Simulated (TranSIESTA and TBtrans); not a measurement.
System: Sn chain with one C atom inserted. Leads: straight Sn chain, spacing 2.75 Å. Geometry: 3 atoms about the centre moved by SIESTA (PBE, DZP) to a largest force of 0.02 eV/Å, all others as built, motion along the axis alone.

TranSIESTA and TBtrans, PBE, DZP numerical orbitals (energy shift 0.15 eV), PseudoDojo norm-conserving scalar-relativistic potentials, mesh cutoff 200 Ry, 300 K, no spin polarisation, no spin-orbit coupling; self-consistent non-equilibrium Green functions.

Energies count from the leads' Fermi level. Transmissions are for one spin of a degenerate pair. The energy step is 0.01 eV; narrower resonances are cut or missed.

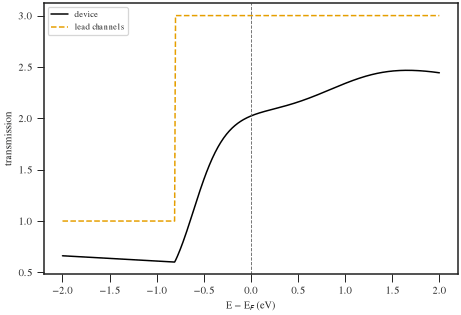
Figure. Transmission against energy

```csv
E (eV),T,lead channels
-2.00,0.66,1
-1.80,0.65,1
-1.60,0.64,1
-1.40,0.63,1
-1.20,0.62,1
-1.00,0.61,1
-0.80,0.62,band edge
-0.60,1.13,3
-0.40,1.63,3
-0.20,1.90,3
0.00,2.02,3
0.20,2.08,3
0.40,2.13,3
0.60,2.19,3
0.80,2.26,3
1.00,2.34,3
1.20,2.40,3
1.40,2.45,3
1.60,2.47,3
1.80,2.46,3
2.00,2.44,3
```

The straight chain is held at its spacing; free chains may zigzag or dimerise. No spin-polarised start was tried, so a magnetic state, if there is one, is missed.
